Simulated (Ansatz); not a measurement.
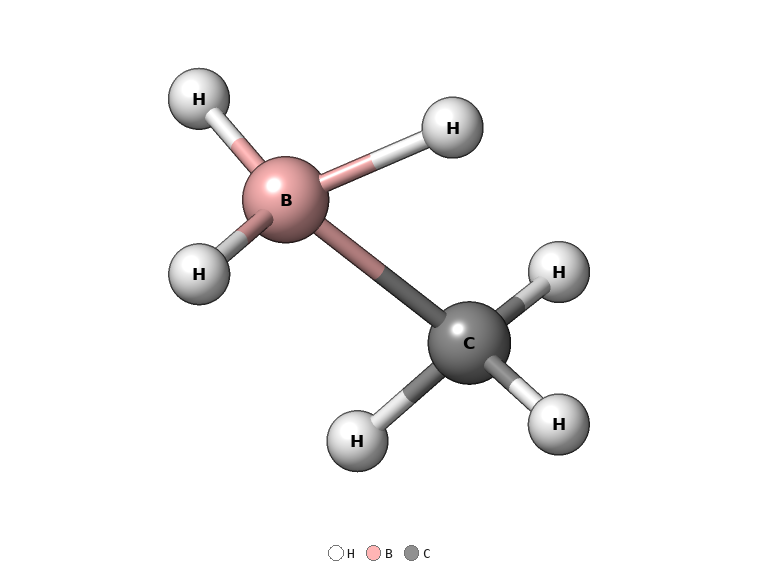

Charge 0, doublet. Harmonic vibrations computed with UKS PBE0-D4/def2-TZVP (Ansatz 0.2.0) at a stationary point of the same level.

> How many imaginary frequencies does it have?

A minimum: no imaginary frequency, and the lowest mode lies at 258 cm⁻¹.

> How many vibrational modes are there, and where do they lie?

18 modes: 258, 529, 567, 580, 812, 875, 931, 1003, 1189, 1206, 1369, 1463, 2091, 2579, 2661, 2981, 3158, 3216 cm⁻¹.
